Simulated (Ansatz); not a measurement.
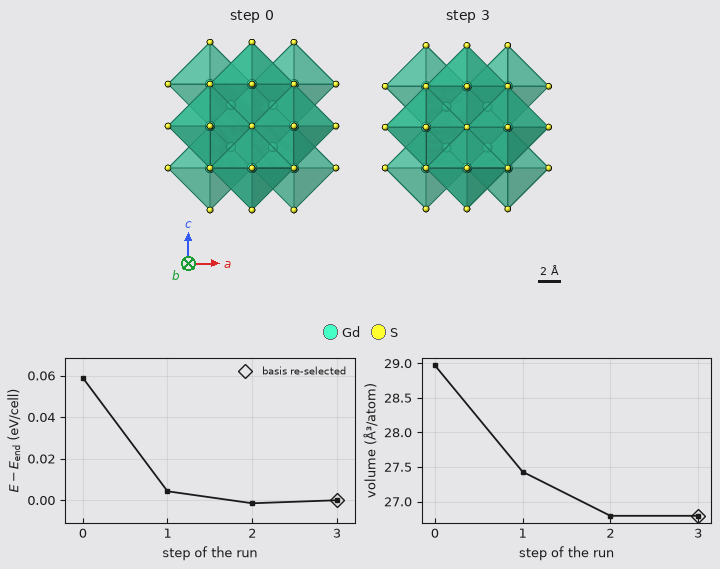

First and last geometry of a relaxation of solid Gd$_{3}$S (a generated structure, set up in Fm-3m), with the history of the run. Style: polyhedral. Shown: the conventional cell (4 times the calculation's cell), along the b axis. Lengths and directions refer to the drawn axes.

Theory: DFT PBE, scalar-relativistic, plane waves, PAW in Ansatz.

Input
```yaml
crystal:
  lattice:
    - [0.0, 3.86961273, 3.86961273]
    - [3.86961273, 0.0, 3.86961273]
    - [3.86961273, 3.86961273, 0.0]
  atoms:
    - { symbol: Gd, position: [0.25, 0.25, 0.25], spin: 8.04 }
    - { symbol: Gd, position: [0.75, 0.75, 0.75], spin: 8.04 }
    - { symbol: Gd, position: [0.5, 0.5, 0.5], spin: 8.42 }
    - { symbol: S, position: [0.0, 0.0, 0.0] }
basis:
  ecutwfc: 420
kpoints:
  mp_grid: { grid: [10, 10, 10] }
hamiltonian:
  xc: pbe
scf:
  occupations: { method: gaussian, width: 0.1 }
output:
  forces: true
  stress: true
  eigenvalues: true
  populations: true
  write_density: true
  write_potential: true
  elf: true
  volumetric_format: npy
magnetization:
  spin_polarized: true
relax:
  adjacent_minimum: "off"
  f_tol: 0.01
  max_steps: 80
  cell: { stress_tol: 0.05 }
```

Launched with:
```bash
ansatz run input.yaml --threads 1 --pin off --max-ram 2560MiB --backend cpu --events-out ev --progress --plain --runs-dir out
```

Read the history and describe the run.

It converged. The energy falls by 58.9 meV per cell of the calculation in 2 accepted moves (3 points after the start). All forces vanish by symmetry, so only the cell relaxes. The pressure goes from −2.10 to −0.01 GPa. At 1 point the geometry stayed and the basis and grid were re-selected for the new cell (energy shift of 1.5 meV per cell of the calculation at most each time). No atom moves by more than 0.005 Å relative to the cell. Cell: a = b = c 7.739 → 7.540 Å (−2.6 %). Volume −7.5 %. Some distances before and after: Gd3–S4 3.870 → 3.770 Å, Gd1–Gd3 3.351 → 3.265 Å, Gd1–S4 3.351 → 3.265 Å. The space group stays Fm-3m (No. 225). The run may lie on a higher electronic state than the lowest, so the end point isn't shown to be the ground-state structure. Cost: 6.5 min on 1 thread of Arm Neoverse N1, on a shared host, peak memory 0.69 GiB.
